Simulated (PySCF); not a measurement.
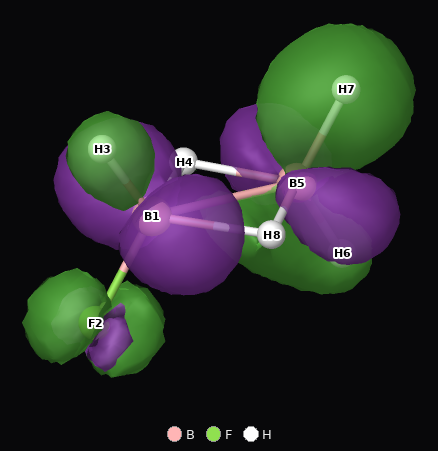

Figure. Diborane mono F (B$_{2}$FH$_{5}$). Unrelaxed difference density of S₂ less the ground state (TDA singlet states), ±0.04 e/Å³; purple: gain, green: loss.

PySCF calculation, B3LYP/def2-SVPD, gas phase; geometry: GFN2-xTB. No frequency check shows the geometry to be a minimum.

The calculation's input:

```python
import numpy as np
from pyscf import gto, scf, dft, tdscf
from pyscf.scf import atom_ks, atom_hf
from scipy.linalg import block_diag

def solve(mol, dm0=None, hcore=None):
    mf = (dft.UKS if mol.spin else dft.RKS)(mol, xc='b3lyp')
    mf.grids.level = 3
    mf = mf.density_fit(auxbasis='def2-universal-jkfit')
    mf.conv_tol, mf.max_cycle = 1e-8, 80
    if hcore is not None:
        mf.get_hcore = lambda *args: hcore
    mf.kernel(dm0)
    if not mf.converged:
        mf = mf.newton().run(mf.mo_coeff, mf.mo_occ, max_cycle=30)
    assert mf.converged, 'SCF not converged'
    return mf

mol = gto.M(atom='''
B     -0.20395     0.51495     0.00032
F     -1.26081    -0.30553    -0.00020
H     -0.44275     1.66605    -0.00079
H      0.67848     0.15231    -0.96500
B      1.47903    -0.19365    -0.00077
H      1.65414    -1.35134     0.00261
H      2.40674     0.52164     0.00039
H      0.67521     0.15459     0.96689
''', basis='def2-svpd', charge=0, spin=0, verbose=4)
mf = solve(mol)
td = mf.TDA()
td.nstates, td.singlet, td.conv_tol = 5, True, 1e-5
td.kernel()
td.analyze()
x, y = np.array([p[0] for p in td.xy]), np.array([p[1] + 0 * p[0] for p in td.xy])
f, mu = td.oscillator_strength(), td.transition_dipole()
nto = [td.get_nto(state=i + 1, verbose=4) for i in range(len(td.e))]
# spherically averaged free atoms, for the promolecule
atm = atom_ks.get_atm_nrks(mol, xc='b3lyp')
pro = block_diag(*[(atm[a[0]][2] * atm[a[0]][3]) @ atm[a[0]][2].T for a in mol._atom])
np.savez('result.npz', e=td.e, f=f, ok=td.converged, w=[n[0] for n in nto], nto=[n[1] for n in nto], x=x, y=y, c=mf.mo_coeff, occ=mf.mo_occ, eps=mf.mo_energy, pro=pro, mu=mu)
```

Command:

```sh
OMP_NUM_THREADS=1 python input.py
```

The run took 58 s on 1 thread of Intel(R) Xeon(R) 6975P-C (Granite Rapids), with other jobs on the host, peak memory 0.54 GiB.

### How does the charge move on excitation?

0.74 e is displaced in all, of which about 0.3 e passes between atoms: H7 (0.21 e) and F2 (0.10 e) lose electrons and B1 (0.22 e) and H4 and H8 (0.04 e each) gain them. The state: 7.63 eV (162 nm), f = 0.000 (dark); the leading pair carries 100 %; hole on B5 (30 %), H7 (26 %) and F2 (17 %), electron on B1 and B5 (31 % each), H4 and H8 (8 % each) and F2 (7 %); their centroids lie 0.4 Å apart.
